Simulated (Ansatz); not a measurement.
# Al₂H₂ (triplet): one geometry, many settings at distance Al1–H3 = 2.165 Å

What do other methods and options give for Al₂H₂ (triplet) at this geometry, and how long do they take?

The runs use Ansatz 0.2.0, Gaussian basis; the settings change from run to run.

20 further runs of the same task are left out: 16 that didn't finish, 4 set aside as unsound or not needed.

## Step 1: The system

The geometry derives from a PBE0/def2-TZVP stationary point (not a proven minimum). One bond is set to the value named and the two fragments are kept rigid.

4 atoms, charge 0, spin multiplicity 3.

Atoms are counted from 1 here; the program's logs count them from 0.

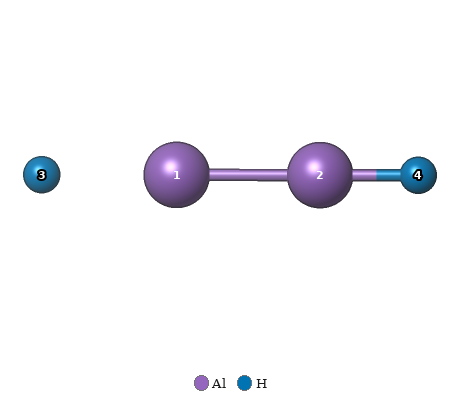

The structure; aluminium purple, hydrogen blue; atoms are numbered from 1 in the order of the file.

## Step 2: BCCD on ROHF/def2-mTZVP

The input, in.yaml:

```yaml
crystal:
  periodic: [false, false, false]
  atoms:
    - {symbol: Al, position_ang: [0.000000, 0.000000, 1.002392]}
    - {symbol: Al, position_ang: [0.000000, 0.000000, -1.297620]}
    - {symbol: H, position_ang: [0.000000, 0.000000, 3.167392]}
    - {symbol: H, position_ang: [0.000000, 0.000000, -2.872163]}
basis:
  gaussian: {orbitals: def2-mTZVP}
magnetization: {spin_polarized: false, initial_magnetization: 2}
hamiltonian: {pseudopotentials: {relativity: none}}
correlation: {method: bccd, electrons: outside_noble_gas}
```

Run with:

```bash
ansatz run in.yaml --threads 1 --pin off --events-out ev --progress --plain --max-ram 2393MiB
```

Log, shortened:

```text
Functional definition: HF
  name "HF"
  cite "Fock, Z. Phys. 61, 126 (1930) doi:10.1007/BF01340294"
  parent pbe
[...]
458 factors; integrals over basis functions are off by at most 1.1e-3 eV
[...]
mean field -13193.62955795 eV, -484.8569432914 hartree, gradient 2.6e-6 eV, S^2 2.000000; 12 other end points of the search recorded, 0 dependent functions left out
[...]
determinant -13193.62955795 eV, -484.8569432914 hartree, with singles and doubles -13196.91272477 eV, -484.9775974467 hartree
determinant -13192.43143627 eV, -484.8129131319 hartree, with singles and doubles -13195.70714028 eV, -484.9332930339 hartree
determinant -13191.23831642 eV, -484.7690667858 hartree, with singles and doubles -13194.45813288 eV, -484.8873928584 hartree
determinant -13190.35164885 eV, -484.7364823539 hartree, with singles and doubles -13194.11263381 eV, -484.8746960019 hartree
determinant -13190.22919890 eV, -484.7319824013 hartree, with singles and doubles -13193.30293322 eV, -484.8449400541 hartree
10 core orbitals not correlated: weight in the atoms' cores, before any rotation towards them, 1.000 or more for the frozen orbitals, at most 0.000 for the correlated occupied ones
reference -13193.62955795 eV, -484.8569432914 hartree; 5, 3 occupied and 35, 37 virtual orbitals, 458 factors
second order -2.33170948 eV of doubles, -0.04325695 eV of singles
cycle   1  -3.26491185 eV  change   -8.3e-2 eV  update   2.2e-2
[...]
cycle  12  -3.27054662 eV  change   -4.4e-7 eV  update   7.6e-6
Total energy: -13196.90010457 eV, -484.9771336627 hartree
```

It took 6 s on 1 thread of AMD EPYC 7R43, shared host.

From the report: correlation -3.2705 eV; largest double amplitude 0.13.

## Step 3: MP2 on ROHF/6-31G

in.yaml: that of step 2 with these lines changed.

```diff
@@ -8,5 +8,4 @@
 basis:
-  gaussian: {orbitals: def2-mTZVP}
+  gaussian: {orbitals: 6-31G}
 magnetization: {spin_polarized: false, initial_magnetization: 2}
-hamiltonian: {pseudopotentials: {relativity: none}}
-correlation: {method: bccd, electrons: outside_noble_gas}
+correlation: {method: mp2, electrons: valence}
```

The command is unchanged.

Log, shortened:

```text
Functional definition: HF
  name "HF"
  cite "Fock, Z. Phys. 61, 126 (1930) doi:10.1007/BF01340294"
  parent pbe
[...]
340 factors; integrals over basis functions are off by at most 1.3e-4 eV
[...]
mean field -13192.25070273 eV, -484.8062712967 hartree, gradient 2.6e-6 eV, S^2 2.000000; 4 other end points of the search recorded, 0 dependent functions left out
[...]
10 core orbitals not correlated: weight in the atoms' cores, before any rotation towards them, 1.000 or more for the frozen orbitals, at most 0.000 for the correlated occupied ones
reference -13192.25070273 eV, -484.8062712967 hartree; 5, 3 occupied and 15, 17 virtual orbitals, 340 factors
second order -1.74180947 eV of doubles, -0.04041449 eV of singles
Total energy: -13194.03292668 eV, -484.8717668189 hartree
```

Wall time 1.3 s (1 thread of AMD EPYC 7R43, shared host).

## Step 4: CCSD(T)/6-31G

in.yaml: that of step 3 with these lines changed.

```diff
@@ -10,2 +10,4 @@
 magnetization: {spin_polarized: false, initial_magnetization: 2}
-correlation: {method: mp2, electrons: valence}
+hamiltonian: {xc: {name: B3LYP}}
+correlation: {method: ccsd_t, electrons: all}
+output: {forces: true}
```

Launched as before.

Log, shortened:

```text
Functional definition: B3LYP
  name "B3LYP"
  cite "Stephens, Devlin, Chabalowski & Frisch, J. Phys. Chem. 98, 11623 (1994) doi:10.1021/j100096a001"
  cite "Becke, Phys. Rev. A 38, 3098 (1988) doi:10.1103/PhysRevA.38.3098"
  cite "Lee, Yang & Parr, Phys. Rev. B 37, 785 (1988) doi:10.1103/PhysRevB.37.785"
  cite "Vosko, Wilk & Nusair, Can. J. Phys. 58, 1200 (1980) doi:10.1139/p80-159"
[...]
340 factors; integrals over basis functions are off by at most 1.3e-4 eV
[...]
mean field -13222.29357687 eV, -485.9103265577 hartree, gradient 2.5e-6 eV, S^2 2.000000; 2 other end points of the search recorded, 0 dependent functions left out
[...]
reference -13191.94161530 eV, -484.7949125430 hartree; 15, 13 occupied and 15, 17 virtual orbitals, 340 factors
second order -2.12018993 eV of doubles, -0.28722188 eV of singles
cycle   1  -2.82782273 eV  change   -4.2e-1 eV  update   8.1e-2
[...]
cycle  17  -3.14412456 eV  change   -1.4e-7 eV  update   4.0e-7
perturbative correction -0.08997930 eV, -0.0033066783 hartree
[...]
Total energy: -13195.17571916 eV, -484.9137636676 hartree
Atom 0 at     0.000000     0.000000     1.002392 Å, force    -0.000000    -0.000000     3.258737 eV/Å
Atom 1 at     0.000000     0.000000    -1.297620 Å, force     0.000000     0.000000    -0.585416 eV/Å
Atom 2 at     0.000000     0.000000     3.167392 Å, force    -0.000000    -0.000000    -2.186992 eV/Å
Atom 3 at     0.000000     0.000000    -2.872163 Å, force     0.000000    -0.000000    -0.486329 eV/Å
Dipole moment:    -0.000000    -0.000000    -0.141750 e Å
```

Wall time 11 s (1 thread of AMD EPYC 7R43, shared host).

From the report: correlation -3.2341 eV; T1 0.019; largest double amplitude 0.14. The orbitals are Kohn-Sham ones, so correlation energy and T1 don't compare with those on Hartree-Fock orbitals.

## Step 5: CCSDT(Q)/B on ROHF/6-31G

in.yaml: that of step 4 with these lines changed.

```diff
@@ -10,4 +10,3 @@
 magnetization: {spin_polarized: false, initial_magnetization: 2}
-hamiltonian: {xc: {name: B3LYP}}
-correlation: {method: ccsd_t, electrons: all}
-output: {forces: true}
+correlation: {method: ccsdt_q_b, electrons: outside_noble_gas}
+accuracy: high
```

Launched as before.

Log, shortened:

```text
Functional definition: HF
  name "HF"
  cite "Fock, Z. Phys. 61, 126 (1930) doi:10.1007/BF01340294"
  parent pbe
[...]
622 factors; integrals over basis functions are off by at most 3.5e-9 eV
[...]
mean field -13192.25081474 eV, -484.8062754129 hartree, gradient 2.1e-8 eV, S^2 2.000000; 7 other end points of the search recorded, 0 dependent functions left out
[...]
determinant -13192.25081474 eV, -484.8062754129 hartree, with singles and doubles -13194.91907178 eV, -484.9043320506 hartree
determinant -13191.01080780 eV, -484.7607059985 hartree, with singles and doubles -13193.52919989 eV, -484.8532552006 hartree
determinant -13189.96008533 eV, -484.7220926599 hartree, with singles and doubles -13192.42834264 eV, -484.8127994429 hartree
determinant -13188.99010924 eV, -484.6864466962 hartree, with singles and doubles -13192.14600158 eV, -484.8024236003 hartree
10 core orbitals not correlated: weight in the atoms' cores, before any rotation towards them, 1.000 or more for the frozen orbitals, at most 0.000 for the correlated occupied ones
reference -13192.25081474 eV, -484.8062754129 hartree; 5, 3 occupied and 15, 17 virtual orbitals, 622 factors
second order -1.74181851 eV of doubles, -0.04041248 eV of singles
cycle   1  -2.29135764 eV  change   -5.1e-1 eV  update   9.2e-2
[...]
cycle  32  -2.77631784 eV  change  -6.8e-11 eV  update  9.2e-10
perturbative correction -0.00629691 eV, -0.0002314072 hartree
Total energy: -13195.03342949 eV, -484.9085346188 hartree
```

It took 8.5 s on 1 thread of AMD EPYC 7R43, shared host.

From the report: correlation -2.7826 eV; T1 0.036; largest double amplitude 0.15.

## Step 6: CCSDT(Q)/B on ROHF/6-31G*

in.yaml: that of step 5 with these lines changed.

```diff
@@ -8,5 +8,5 @@
 basis:
-  gaussian: {orbitals: 6-31G}
+  gaussian: {orbitals: "6-31G*"}
 magnetization: {spin_polarized: false, initial_magnetization: 2}
-correlation: {method: ccsdt_q_b, electrons: outside_noble_gas}
-accuracy: high
+correlation: {method: ccsdt_q_b, electrons: valence}
+output: {forces: true}
```

The command is unchanged.

Log, shortened:

```text
Functional definition: HF
  name "HF"
  cite "Fock, Z. Phys. 61, 126 (1930) doi:10.1007/BF01340294"
  parent pbe
[...]
697 factors; integrals over basis functions are off by at most 1.1e-7 eV
[...]
mean field -13192.95314552 eV, -484.8320855929 hartree, gradient 2.5e-6 eV, S^2 2.000000; 7 other end points of the search recorded, 0 dependent functions left out
[...]
determinant -13192.95314552 eV, -484.8320855929 hartree, with singles and doubles -13196.40331378 eV, -484.9588769379 hartree
determinant -13191.65518474 eV, -484.7843864142 hartree, with singles and doubles -13195.16334289 eV, -484.9133088482 hartree
determinant -13190.46258845 eV, -484.7405593090 hartree, with singles and doubles -13193.92525263 eV, -484.8678098705 hartree
determinant -13189.63699413 eV, -484.7102192772 hartree, with singles and doubles -13193.56370376 eV, -484.8545231945 hartree
10 core orbitals not correlated: weight in the atoms' cores, before any rotation towards them, 1.000 or more for the frozen orbitals, at most 0.000 for the correlated occupied ones
reference -13192.95314552 eV, -484.8320855929 hartree; 5, 3 occupied and 27, 29 virtual orbitals, 697 factors
second order -2.49430368 eV of doubles, -0.04016400 eV of singles
cycle   1  -3.09039274 eV  change   -5.5e-1 eV  update   9.6e-2
[...]
cycle  21  -3.65236374 eV  change   -3.7e-7 eV  update   4.7e-7
perturbative correction -0.00915249 eV, -0.0003363477 hartree
[...]
Total energy: -13196.61466174 eV, -484.9666438324 hartree
Atom 0 at     0.000000     0.000000     1.002392 Å, force     0.000000     0.000000     2.618860 eV/Å
Atom 1 at     0.000000     0.000000    -1.297620 Å, force    -0.000000    -0.000000    -0.063457 eV/Å
Atom 2 at     0.000000     0.000000     3.167392 Å, force    -0.000000     0.000000    -2.337262 eV/Å
Atom 3 at     0.000000     0.000000    -2.872163 Å, force     0.000000     0.000000    -0.218141 eV/Å
Dipole moment:     0.000000    -0.000000    -0.161206 e Å
```

Wall time 1.9 min (1 thread of AMD EPYC 7R43, shared host); peak memory 0.7 GiB.

From the report: correlation -3.6615 eV; T1 0.037; largest double amplitude 0.15.

## Step 7: All runs side by side

```
                            level         correlated  functions  energy (eV)     time
          BCCD on ROHF/def2-mTZVP  outside noble gas         50  -13196.9001      6 s
                MP2 on ROHF/6-31G            valence         30  -13194.0329    1.3 s
CCSD(T)/6-31G (on B3LYP orbitals)                all         30  -13195.1757     11 s
         CCSDT(Q)/B on ROHF/6-31G  outside noble gas         30  -13195.0334    8.5 s
        CCSDT(Q)/B on ROHF/6-31G*            valence         42  -13196.6147  1.9 min
```

## Step 8: Summary of results

```
quantity                               value
    runs                                   5
quickest            MP2 on ROHF/6-31G, 1.3 s
 slowest  CCSDT(Q)/B on ROHF/6-31G*, 1.9 min
```

**Reading.** Total energies in different bases, with other cores or another treatment of relativity can't be set against each other. CCSDT(Q)/B on ROHF/6-31G* took 89 times as long as MP2 on ROHF/6-31G; the jobs differ in more than the method.
